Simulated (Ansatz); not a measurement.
The parent structure is WSe2 (space group P6_3/mmc, No. 194; a = 3.2790 Å, c = 12.7862 Å; layered, stacked along the Cartesian z axis). Axes: x lies along a and z along c of the hexagonal cell.

The change: compressive biaxial strain of 1.20 % in the plane normal to [001], as in epitaxy on a mismatched substrate; the out-of-plane cell vector and the atoms relax.

Calculations: DFT with PBE-D3(BJ), PAW potentials and a 420 eV plane-wave cutoff in Ansatz (a first-principles code), no spin-orbit coupling.

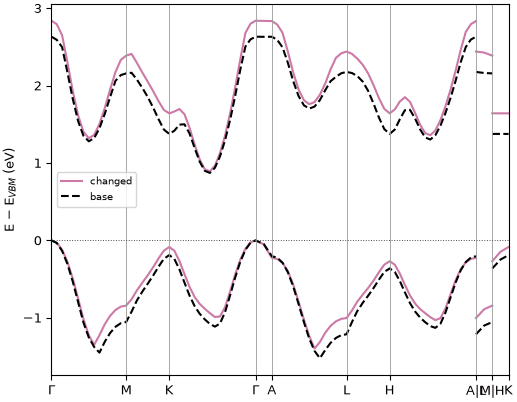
Figure: Highest valence and lowest conduction band along the path, each from its own valence-band maximum

Q: Read the changed gap and its character from the plot.

A: About 0.9 eV, indirect, Γ → K–Γ (47 % along).

Spin-orbit coupling, missing from the scalar runs, can matter with W. Semilocal Kohn–Sham gaps tend to fall short of experiment. Stability against distortions was not tested.
